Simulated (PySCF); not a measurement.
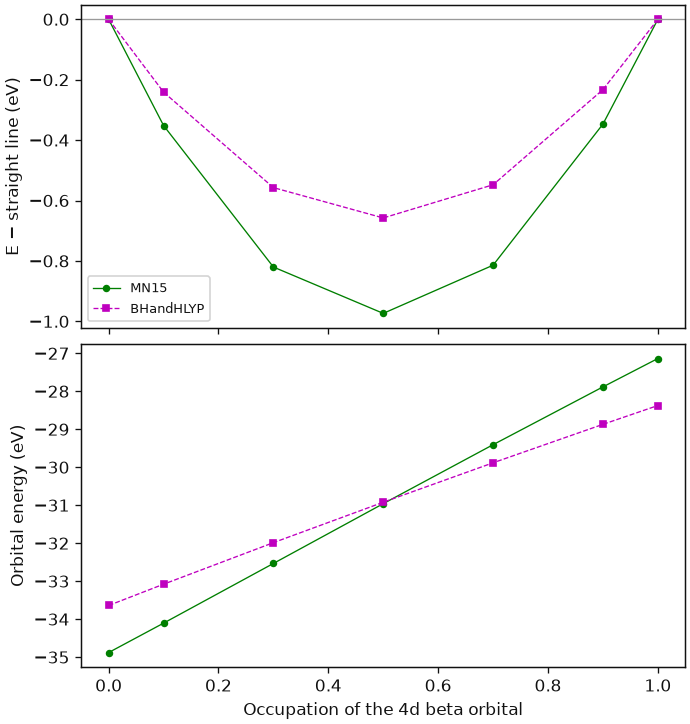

One 4d beta orbital of Rh²⁺ ([Kr] 4d⁷) is emptied in steps. The plot gives the energy less the straight line between the integer ends; the lower panel gives the orbital energy. PySCF, def2-TZVP with a 28-electron core potential, unrestricted single determinants, no spin-orbit coupling.

**What do the curves say about each method?**

MN15: convex (delocalisation error), largest departure −0.97 eV, removal energy 30.98 eV, orbital energy from −27.1 eV when full to −34.9 eV when empty; BHandHLYP: convex (delocalisation error), largest departure −0.66 eV, removal energy 30.95 eV, orbital energy from −28.4 eV when full to −33.6 eV when empty. The NIST semi-empirical removal energy is 31.06 eV. The exact energy is a straight line between whole electron numbers.
